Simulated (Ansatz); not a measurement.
**NiCl2, pressure series**

Start from NiCl2 (space group R-3m, No. 166; a = 3.4492 Å, c = 17.1849 Å (hexagonal axes); ferromagnetic; layered, stacked along the Cartesian z axis).

Cell and atoms are relaxed at each pressure.

Method: r2SCAN+rVV10/PAW in Ansatz (an electronic-structure program), no SOC.

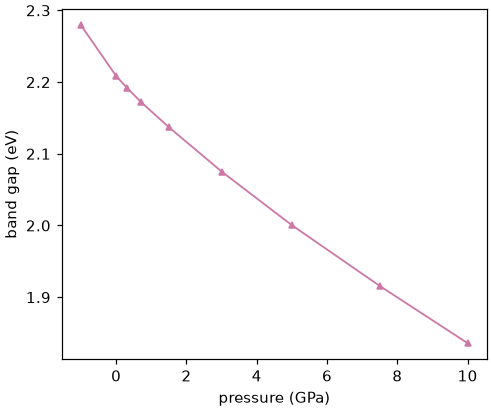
Band gap against pressure

Question: From the plot, what is the band gap for pressure 0.3 GPa?

Answer: About 2.19 eV.

Question: Is the trend monotonic over the range shown?

Answer: Yes, it falls throughout, spanning 1.84 eV to 2.28 eV.

Load acts through the strain it causes; cell and atoms are relaxed under it. Whether these cells are dynamically stable was not tested. No other phases were tried under pressure. No Hubbard U is applied and the magnetic state is the run's own (NiCl2 ferromagnetic); other magnetic orders, which need larger cells, were not tried and can change the gap. A gap here joins edges of opposite spin (a spin-flip gap).
